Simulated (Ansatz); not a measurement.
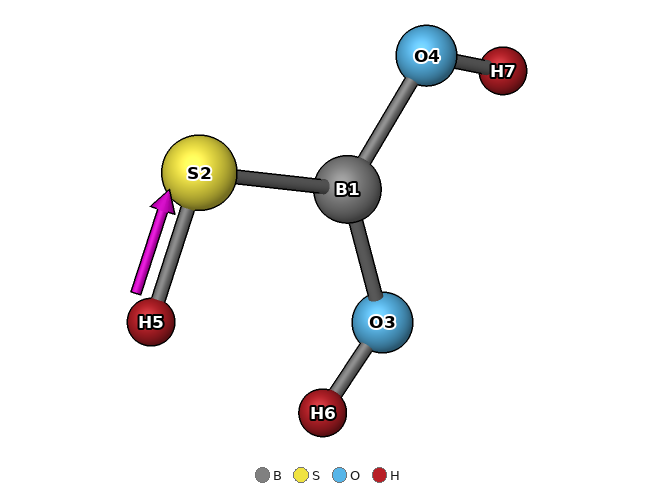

The arrows show one normal mode. Harmonic vibrations computed with RKS PBE0-D4/def2-TZVP (Ansatz 0.2.0) at a stationary point of the same level.

Q: Describe the motion.

A: Mostly S–H stretching.

Q: At what wavenumber does it lie?

A: 2721 cm⁻¹; it is mode 13 of 15 counted from the lowest.
